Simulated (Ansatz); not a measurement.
# CH5Al (AlH2Me) at 6 levels

Wanted: a comparison of 6 runs (SVWN5/STO-3G, UB3LYP/STO-3G, wB97X/STO-3G, RPA@PBE/STO-3G, BCCD(T)/STO-3G, FCI/STO-3G) of CH5Al (AlH2Me). 

The calculation is run with Ansatz 0.2.0.

56 further runs of the same task are left out: 2 that didn't finish, 54 set aside as unsound or not needed.

## (1) The system as given

CH5Al: 7 atoms, total charge 0, spin state singlet. SMILES: `[H][Al]([H])[CH3]`. The H3–Al1 distance was set to 3.103 Å, away from the relaxed value. At this shape a bond of the SMILES string is far longer than usual.

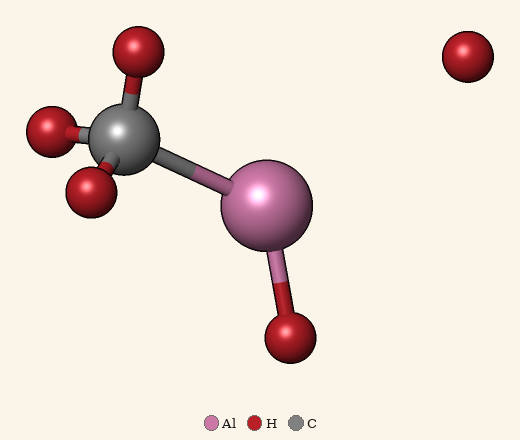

Viewed from a chosen angle; aluminium pink, hydrogen red, carbon grey.

## (2) A single-point energy at SVWN5/STO-3G (run 1)

The input, job.yaml:

```yaml
crystal:
  periodic: [false, false, false]
  atoms:
    - symbol: Al
      position_ang: [1.221566, -0.463661, 0.027140]
    - symbol: H
      position_ang: [2.768936, -0.358911, 0.069450]
    - symbol: H
      position_ang: [-0.157080, 2.315610, -0.032820]
    - symbol: C
      position_ang: [0.232526, -2.184181, 0.027230]
    - symbol: H
      position_ang: [0.110716, -2.613481, -0.975120]
    - symbol: H
      position_ang: [-0.779914, -2.079931, 0.438810]
    - symbol: H
      position_ang: [0.739216, -2.953281, 0.625180]
basis:
  gaussian:
    orbitals: STO-3G
hamiltonian:
  xc: {name: SVWN5}
accuracy: high
```

Started as:

```sh
$ ansatz run job.yaml --threads 1 --pin off --max-ram 2610MiB --events-out events.jsonl --progress --plain --runs-dir runs
```

Standard output:

```text
Warning: RAYON_NUM_THREADS=1 ignored (pool sized by the plan → 1); use --threads N
Functional definition: SVWN5
  name "SVWN5"
  exchange = slater_x
  correlation = vwn5_c
331 factors; integrals over basis functions are off by at most 4.2e-9 eV
mean field evaluation 1: about -7568.2072 eV, gradient 2.9e1 eV
mean field evaluation 2: about -7558.0428 eV, gradient 3.5e1 eV
mean field evaluation 4: about -7574.8456 eV, gradient 1.2e1 eV
mean field evaluation 8: about -7575.9203 eV, gradient 2.8e0 eV
mean field -7575.95675550 eV, -278.4112755966 hartree, gradient 2.5e-8 eV, S^2 0.000000; 0 other end points of the search recorded, 0 dependent functions left out
reference -7575.95675775 eV, -278.4112756794 hartree; 12, 12 occupied and 7, 7 virtual orbitals, 331 factors
Total energy: -7575.95675775 eV, -278.4112756794 hartree
```

Wall time 0.72 s (1 thread of Arm Neoverse V2, shared host); peak memory 0.094 GiB.

## (3) The energy at UB3LYP/STO-3G (run 2)

The input, job.yaml:

```yaml
crystal:
  periodic: [false, false, false]
  atoms:
    - {symbol: Al, position_ang: [1.221566, -0.463661, 0.027140]}
    - {symbol: H, position_ang: [2.768936, -0.358911, 0.069450]}
    - {symbol: H, position_ang: [-0.157080, 2.315610, -0.032820]}
    - {symbol: C, position_ang: [0.232526, -2.184181, 0.027230]}
    - {symbol: H, position_ang: [0.110716, -2.613481, -0.975120]}
    - {symbol: H, position_ang: [-0.779914, -2.079931, 0.438810]}
    - {symbol: H, position_ang: [0.739216, -2.953281, 0.625180]}
basis:
  gaussian:
    orbitals: STO-3G
magnetization:
  spin_polarized: true
hamiltonian:
  xc: {name: B3LYP}
accuracy: high
```

Started as:

```sh
$ ansatz run job.yaml --threads 1 --pin off --max-ram 2610MiB --events-out events.jsonl --progress --plain --runs-dir runs
```

Standard output:

```text
Warning: RAYON_NUM_THREADS=1 ignored (pool sized by the plan → 1); use --threads N
Functional definition: B3LYP
  name "B3LYP"
  parameter a0 = 0.2
  parameter ax = 0.72
  parameter ac = 0.81
  exchange = (1 - a0 - ax)*slater_x + ax*b88_x + a0*exact_x
  correlation = (1 - ac)*vwn_rpa_c + ac*lyp_c
331 factors; integrals over basis functions are off by at most 4.2e-9 eV
mean field evaluation 1: about -7610.8572 eV, gradient 1.6e1 eV
mean field evaluation 2: about -7601.5795 eV, gradient 1.8e1 eV
mean field evaluation 4: about -7616.0070 eV, gradient 8.4e0 eV
mean field evaluation 8: about -7615.9566 eV, gradient 8.3e0 eV
mean field evaluation 16: about -7617.1098 eV, gradient 6.7e-9 eV
mean field evaluation 32: about -7617.8587 eV, gradient 3.1e-1 eV
mean field -7617.81750282 eV, -279.9496296863 hartree, gradient 6.5e-9 eV, S^2 0.763122; 3 other end points of the search recorded, 0 dependent functions left out
reference -7617.81753555 eV, -279.9496308894 hartree; 12, 12 occupied and 7, 7 virtual orbitals, 331 factors
Total energy: -7617.81753555 eV, -279.9496308894 hartree
```

Wall time 4.8 s (1 thread of Arm Neoverse V2, shared host); peak memory 0.14 GiB.

Runs 3 to 5 aren't shown in full; the table further down has their settings and results.

## (4) The energy at FCI/STO-3G (run 6)

The input, in.yaml:

```yaml
crystal:
  periodic: [false, false, false]
  atoms:
    - {symbol: Al, position_ang: [1.221566, -0.463661, 0.027140]}
    - {symbol: H, position_ang: [2.768936, -0.358911, 0.069450]}
    - {symbol: H, position_ang: [-0.157080, 2.315610, -0.032820]}
    - {symbol: C, position_ang: [0.232526, -2.184181, 0.027230]}
    - {symbol: H, position_ang: [0.110716, -2.613481, -0.975120]}
    - {symbol: H, position_ang: [-0.779914, -2.079931, 0.438810]}
    - {symbol: H, position_ang: [0.739216, -2.953281, 0.625180]}
basis:
  gaussian: {orbitals: STO-3G}
accuracy: high
correlation: {method: fci, frozen_orbitals: {Al: 5, C: 1, H: 0}}
```

Started as:

```sh
$ ansatz run in.yaml --threads 1 --pin off --max-ram 2610MiB --events-out events.jsonl --progress --plain --runs-dir runs
```

Standard output:

```text
Warning: RAYON_NUM_THREADS=1 ignored (pool sized by the plan → 1); use --threads N
Functional definition: HF
  name "HF"
  exchange = exact_x
  correlation = 0
331 factors; integrals over basis functions are off by at most 4.2e-9 eV
mean field evaluation 1: about -7589.1566 eV, gradient 1.6e1 eV
mean field evaluation 2: about -7589.1888 eV, gradient 1.5e1 eV
mean field evaluation 4: about -7592.6924 eV, gradient 2.5e0 eV
mean field evaluation 8: about -7592.7436 eV, gradient 2.3e-2 eV
mean field -7592.74361058 eV, -279.0281811425 hartree, gradient 6.0e-8 eV, S^2 0.000000; 0 other end points of the search recorded, 0 dependent functions left out; unrestricted orbitals would lower it
mean field evaluation 16: about -7595.7724 eV, gradient 2.4e0 eV
unrestricted determinant -7595.97891196 eV, -279.1470762750 hartree, S^2 0.9660
6 core orbitals not correlated: weight in the atoms' cores, before any rotation towards them, 0.999 or more for the frozen orbitals, at most 0.000 for the correlated occupied ones
reference -7592.74361058 eV, -279.0281811425 hartree; 6, 6 occupied and 7, 7 virtual orbitals, 331 factors
state -7598.94843358 eV, -279.2562041818 hartree
Total energy: -7598.94843358 eV, -279.2562041818 hartree
```

Wall time 13 s (1 thread of Arm Neoverse V2, shared host); peak memory 0.28 GiB.

## (5) The series

| run | level | frozen core orbitals | energy (Eh) | wall time |
| --- | --- | --- | --- | --- |
| 1 | SVWN5/STO-3G | – | -278.411276 | 0.72 s |
| 2 | UB3LYP/STO-3G | – | -279.949631 | 4.8 s |
| 3 | wB97X/STO-3G | – | -279.866843 | 4.8 s |
| 4 | RPA@PBE/STO-3G | 6 | -279.298002 | 2 s |
| 5 | BCCD(T)/STO-3G | 6 | -279.255800 | 0.16 s |
| 6 | FCI/STO-3G | 6 | -279.256204 | 13 s |

## (6) What came out

| quantity | value |
| --- | --- |
| run 6: total energy | -279.25620 Eh |
| run 6: correlation energy (6 core orbitals frozen) | -228.0 mEh |

What this shows: Against full CI in this basis: BCCD(T) +0.4 mEh. Totals of different functionals can't be ranked against each other. In runs 4, 5 the log says that unrestricted orbitals would lower the reference, so the values rest on an unstable closed-shell determinant (other closed-shell runs at this shape may share the fault). In runs 1, 2, 3, 4, 5, 6 the basis is minimal, so the values are rough. Spin contamination of the reference: run 2 ⟨S²⟩ = 0.76. Where it is this large, the reference is a mixture of spin states, and values that rest on it are in doubt. All runs together took 25 s, the longest 13 s.
